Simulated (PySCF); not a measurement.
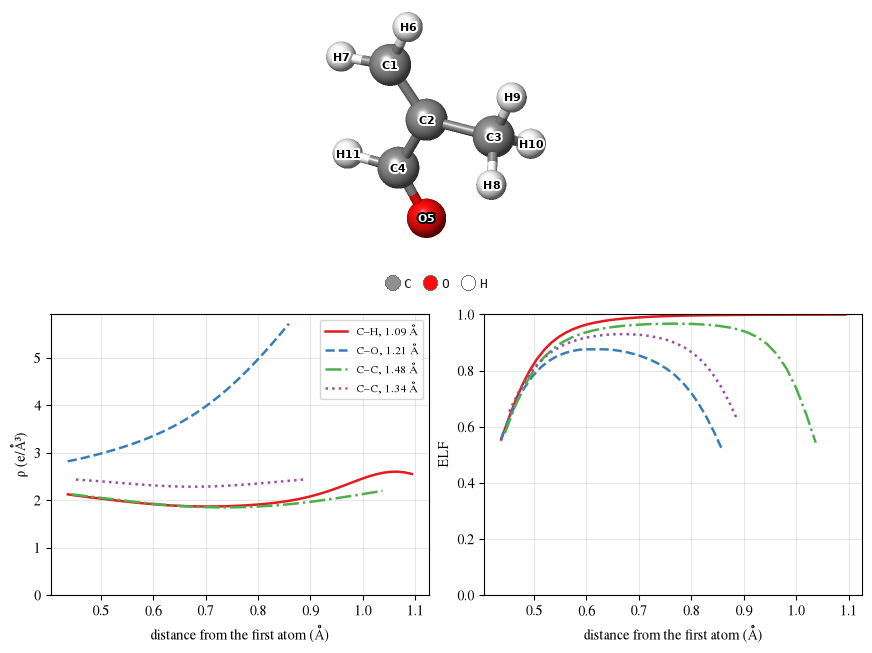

*C$_{4}$H$_{6}$O (SMILES C=C(C)C=O). Electron density and electron localisation function along straight lines between neighbouring atoms. The curves leave out the atomic cores. The structure is drawn too.*

Geometry: PBE0-D3(BJ)/def2-SVP.

Method: PySCF 2.14.0, CAM-B3LYP/def2-SVPD, SCF density, gas phase.

The calculation's input:

```
{"job": {"kind": "uv", "xc": "CAM-B3LYP", "basis": "def2-SVPD", "ip": true}, "charge": 0, "multiplicity": 1}
C     -0.138504     1.213924    -0.854769
C      0.048728     0.116867    -0.106498
C     -0.980725    -0.527502     0.761748
C      1.387888    -0.516812    -0.133169
O      1.680064    -1.497992     0.503044
H     -1.096508     1.739793    -0.884862
H      0.675843     1.618524    -1.464569
H     -1.169109    -1.560338     0.429096
H     -1.927355     0.028786     0.754331
H     -0.613398    -0.604042     1.796748
H      2.133078    -0.011201    -0.801108
```

Command:

```sh
OMP_NUM_THREADS=1 python probes_run.py task.json out
```

> Compare the contacts.

C–H (1.09 Å): the density is about 2 e/Å³ at the midpoint; the ELF climbs to about 1 towards the hydrogen, as it does in any bond to H: an ordinary covalent bond to hydrogen.
C–O (1.21 Å): ρ is about 3.4 e/Å³ halfway; the ELF peaks at about 0.90 between the atoms (a short, multiple covalent bond).
C–C (1.48 Å): ρ is about 1.8 e/Å³ halfway; the ELF peaks at about 0.95 between the atoms, as expected for a covalent bond.
C–C (1.34 Å): ρ at the midpoint is about 2.3 e/Å³; the ELF peaks at about 0.95 between the atoms: a multiple bond.
